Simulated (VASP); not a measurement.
Band structure of CaO (rock salt). Computed with PBE GGA, VASP's PBE PAW potentials (set 64) (plane waves; VASP).

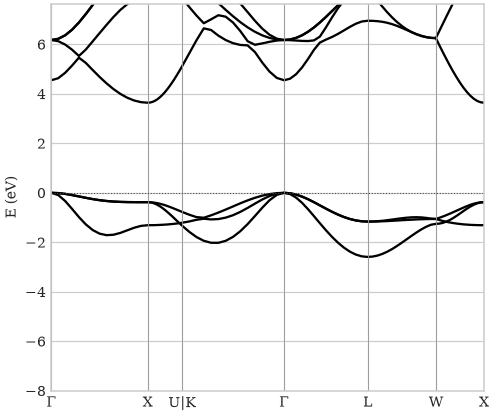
Fig. 1. Bands along high-symmetry lines, zero at the valence-band maximum or, without a gap, the Fermi level

Question: Read the plot: is there a gap, and where are the band edges?

Answer: The gap is indirect, 3.64 eV, from the valence maximum at Γ to the conduction minimum at X. (Edges off the drawn lines would not show.)

The compound is CaO in the rock salt structure. It was relaxed first.
